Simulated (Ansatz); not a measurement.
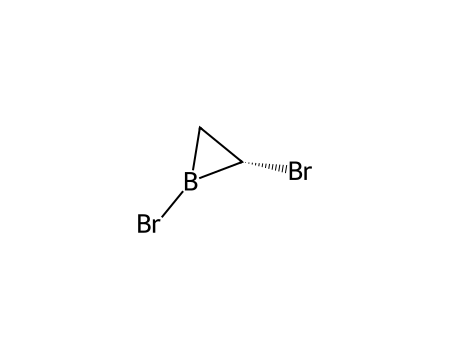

**Write the SMILES.**

BrB1C[C@@H]1Br

**Give the formula, hydrogens included.**

C2H3BBr2.

**An optimisation with PBE0-D4/def2-TZVP gave a structure of which point group?**

C1.

The parts below concern this one geometry. Atoms keep their numbers from picture to picture. The geometry was computed by an optimisation with PBE0-D4/def2-TZVP.

## Shape

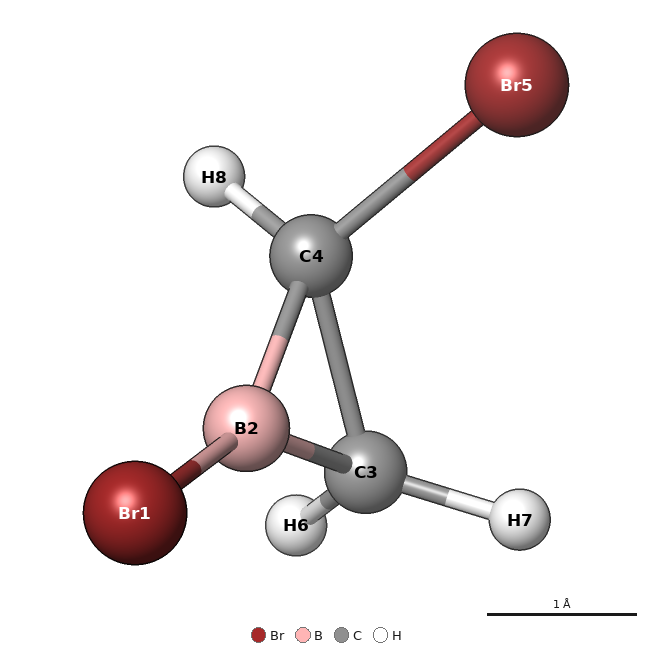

Atoms carry their numbers in the input.

**Which bond is the longest?**

C4–Br5, 1.919 Å.

**What is the dihedral angle Br1–B2–C3–C4?**

170° in size, that is anti.

## Vibrations

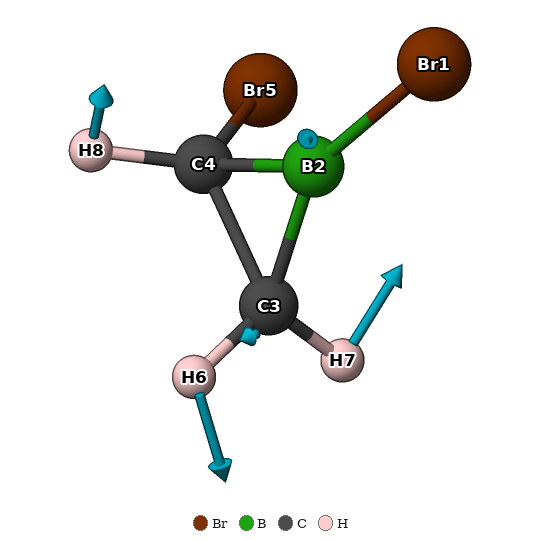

The arrows show one normal mode. Harmonic vibrations computed with RKS PBE0-D4/def2-TZVP (Ansatz 0.2.0) at a stationary point of the same level.

**What kind of motion is it?**

Mostly B–C–H bending.

**At what wavenumber does it lie?**

656 cm⁻¹; it is mode 7 of 18 counted from the lowest.

## Dipole moment

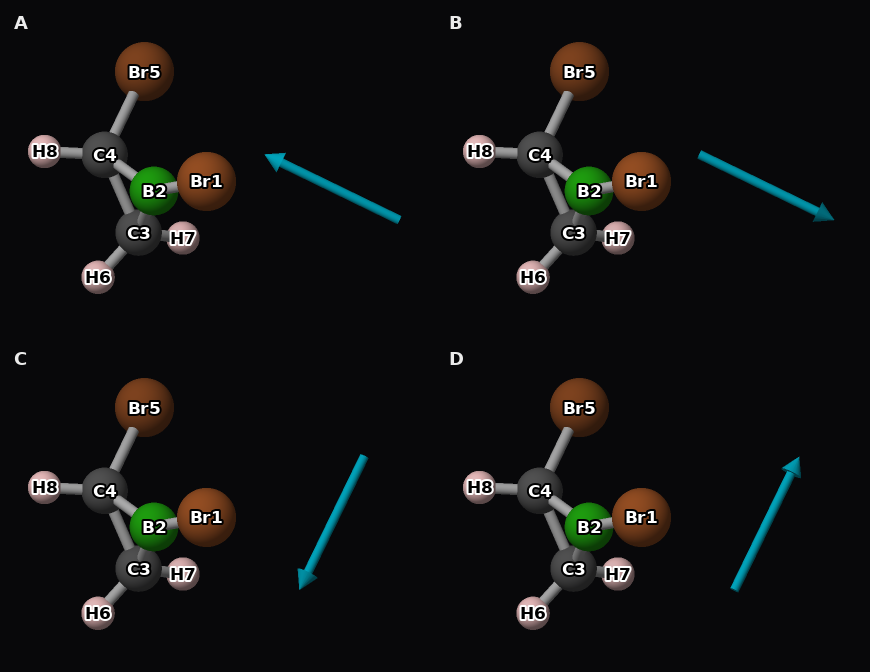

The same molecule four times, each with an arrow. Method: RKS r2SCAN-D4/def2-TZVPP (Ansatz 0.2.0).

**Which arrow points along the dipole moment, from the negative to the positive end?**

C. The dipole moment is 1.82 D; it points from the side of Br5 to the side of H6 (the outermost atoms at the two ends).

## Charges

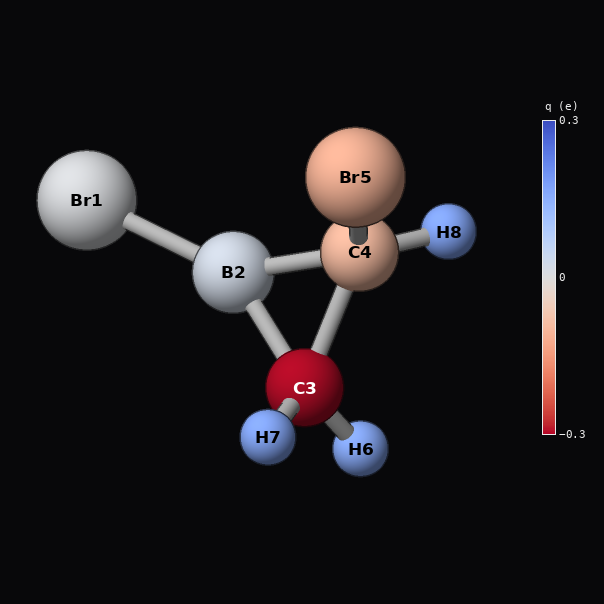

Atoms are coloured by their Mulliken charges. Method: RKS PBE0-D4/def2-TZVP (Ansatz 0.2.0).

**Which atom carries the highest charge (most positive or least negative)?**

H7, H8 (0.16 e).

**And the lowest?**

C3 (−0.29 e).

List the Mulliken charges.

```csv
atom,value (e)
Br1,0.00
B2,0.02
C3,−0.29
C4,−0.09
Br5,−0.11
H6,0.15
H7,0.16
H8,0.16
```

Mulliken values depend strongly on the basis set and can even reverse the polarity of a bond.
